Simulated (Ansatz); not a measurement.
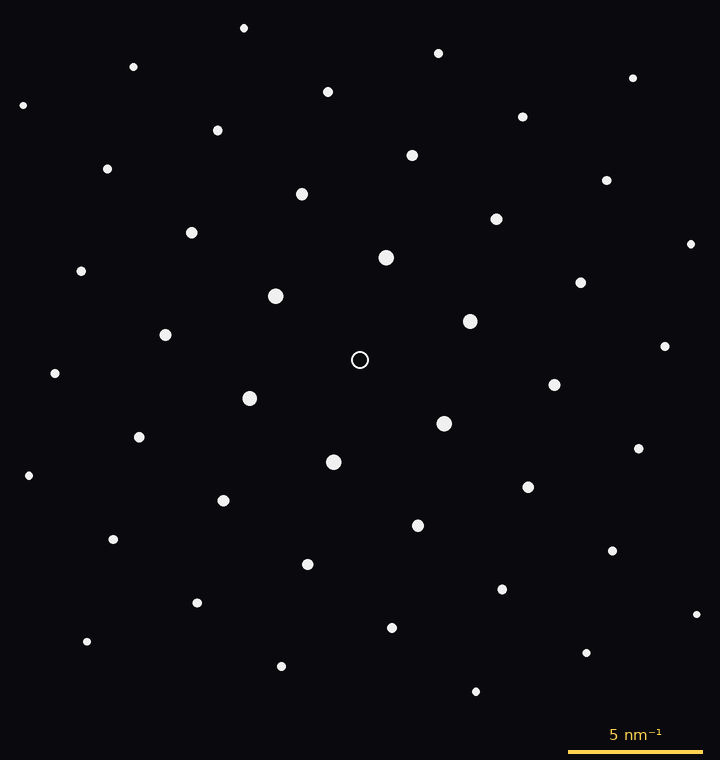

Kinematic zone-axis pattern, calculated for 300 keV electrons with B = 0.3 Å².

It belongs to NaAu, space group P4/mmm (No. 123), a = 3.23 Å, c = 4.07 Å. Structure: coordinates from a relaxation with DFT PBE, scalar-relativistic, plane waves, PAW (Ansatz 0.2.0); the starting structure was generated, so it need not be a known form of this composition.

Q: Measure the pattern against the scale bar and name the zone.

A: The spots form a centred rectangular net with both shortest vectors at d = 2.53 Å, 67.3° apart. They index as -1 0 1 and 0 -1 1, so the zone axis is [111] (or an equivalent direction of <111>).
